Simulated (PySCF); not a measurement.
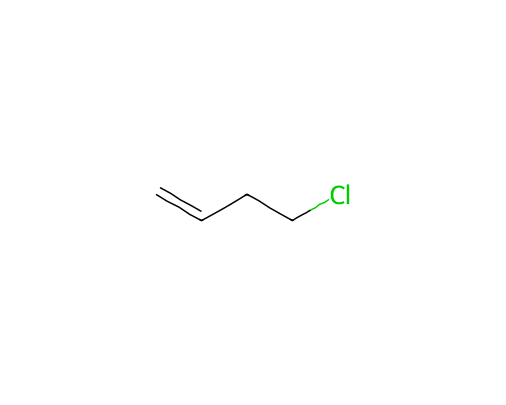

2D structure.

> Transcribe the drawing into SMILES.

C=CCCCl

> Give the formula, hydrogens included.

C4H7Cl.

> An optimisation with PBE0-D3(BJ)/def2-SVP gave a structure of which point group?

C1. Other conformers may differ.

The parts below concern this one geometry. Atoms keep their numbers from picture to picture. The computed structure is the end point of a PBE0-D3(BJ)/def2-SVP optimisation. No frequency run is at hand to confirm it as a minimum.

**Geometry**

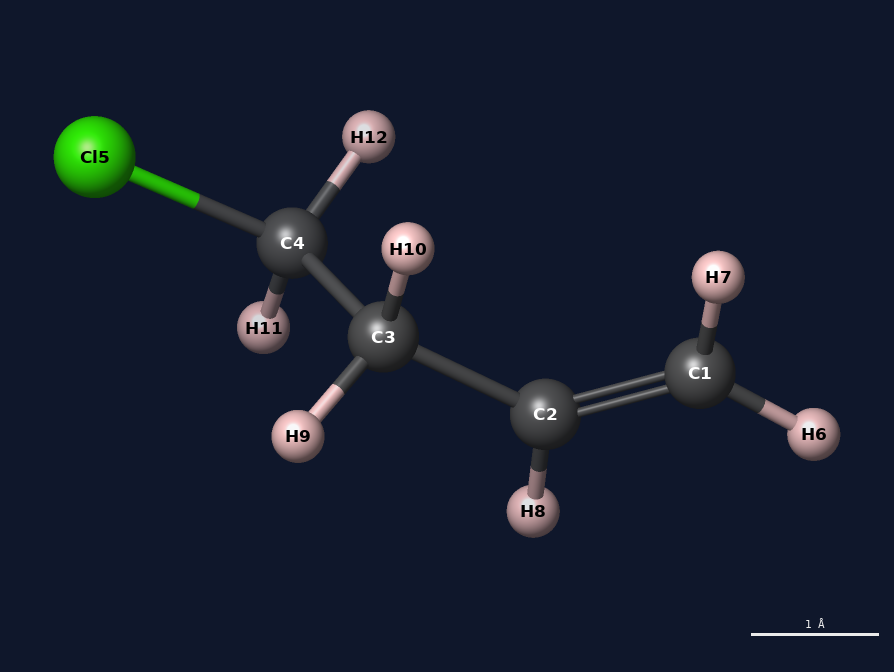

Atoms carry their numbers in the input. No frequency run is at hand to confirm it as a minimum.

Estimate the angles C1–C2–C3, C1–C2–H8, C2–C1–H6, C2–C1–H7, C2–C3–C4, C2–C3–H10, C3–C4–Cl5, C3–C4–H12, C4–C3–H9, C4–C3–H10, Cl5–C4–H11, Cl5–C4–H12.

```json
{"angle": "C1–C2–C3", "degrees": "125.1"}
{"angle": "C1–C2–H8", "degrees": "118.8"}
{"angle": "C2–C1–H6", "degrees": "121.6"}
{"angle": "C2–C1–H7", "degrees": "121.3"}
{"angle": "C2–C3–C4", "degrees": "111.4"}
{"angle": "C2–C3–H10", "degrees": "110.6"}
{"angle": "C3–C4–Cl5", "degrees": "111.5"}
{"angle": "C3–C4–H12", "degrees": "111.1"}
{"angle": "C4–C3–H9", "degrees": "108.3"}
{"angle": "C4–C3–H10", "degrees": "109.3"}
{"angle": "Cl5–C4–H11", "degrees": "107.0"}
{"angle": "Cl5–C4–H12", "degrees": "107.2"}
```

**Electronic properties**

No frequency run is at hand to confirm it as a minimum. Level of theory: PBE0/pcSseg-1 in acetonitrile (IEF-PCM) (PySCF 2.14.0).

Predict the main results.

- dipole moment: 2.49 D
- HOMO energy (Kohn–Sham orbital): −7.62 eV
- LUMO energy (Kohn–Sham orbital): −0.03 eV
- HOMO–LUMO gap: 7.59 eV

**Excitation**

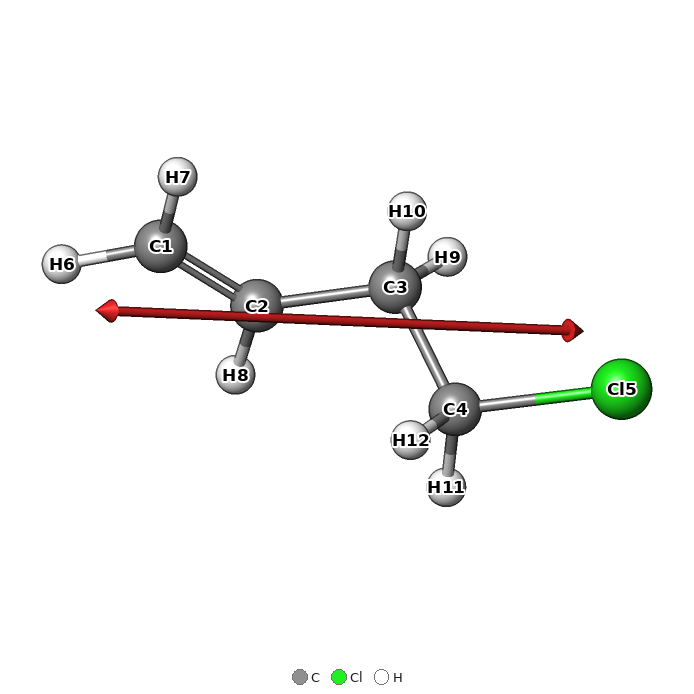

The double arrow shows the direction of the transition dipole to excited singlet state 4 (its length means nothing). No frequency run is at hand to confirm it as a minimum. Method: TDDFT B3LYP/def2-SVPD, vertical, IEF-PCM acetonitrile (non-equilibrium linear response), core orbitals frozen in the response (PySCF 2.14.0).

> Give its energy, strength and character.

7.25 eV (171 nm), oscillator strength 0.12, of mixed character, with the largest part HOMO → LUMO+2 (weight 0.40); transition dipole 2.07 D.

**NMR shielding**

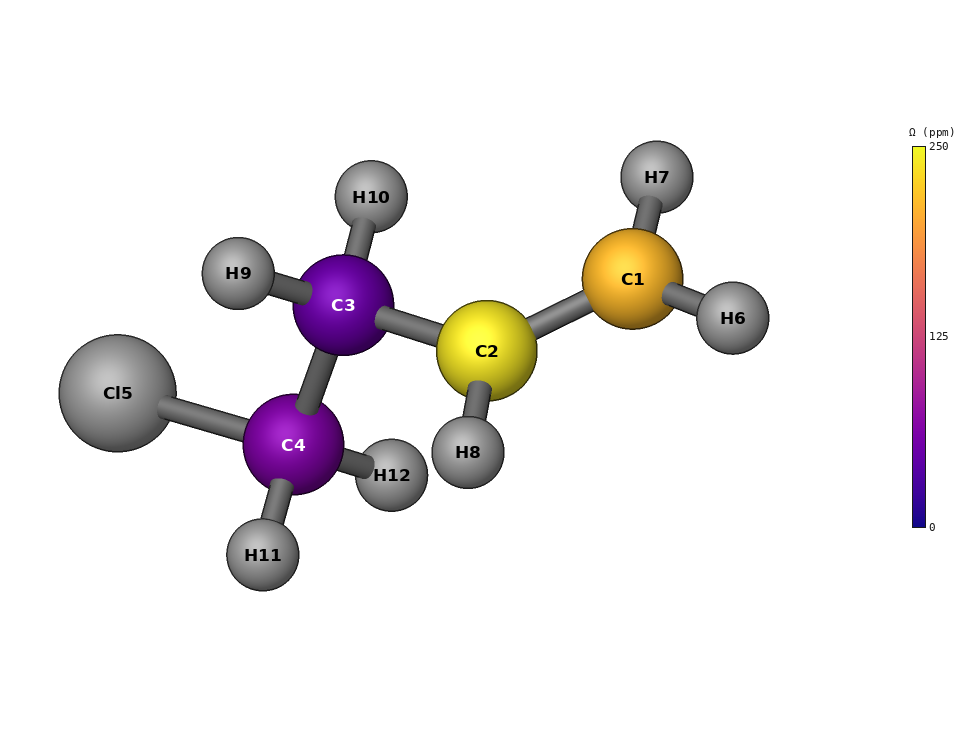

The C atoms are coloured by the span of their shielding tensor. No frequency run is at hand to confirm it as a minimum. Properties computed with GIAO PBE0/pcSseg-1 NMR shielding, non-relativistic, IEF-PCM acetone (PySCF 2.14.0). Principal shieldings σ11 ≤ σ22 ≤ σ33, span Ω = σ33 − σ11, skew κ = 3(σiso − σ22)/Ω.

> Which C atom has the most anisotropic shielding?

C2, with a span of 239 ppm.

Give the shielding tensors of the C atoms.

| atom | σ11 | σ22 | σ33 | σiso | Ω | κ |
| --- | --- | --- | --- | --- | --- | --- |
| C1 | −57.2 | 75.7 | 155.0 | 57.8 | 212.1 | −0.25 |
| C2 | −83.2 | 47.2 | 156.1 | 40.0 | 239.4 | −0.09 |
| C3 | 119.0 | 138.3 | 169.6 | 142.3 | 50.7 | 0.24 |
| C4 | 105.5 | 130.7 | 170.1 | 135.4 | 64.6 | 0.22 |

Shieldings and span in ppm.
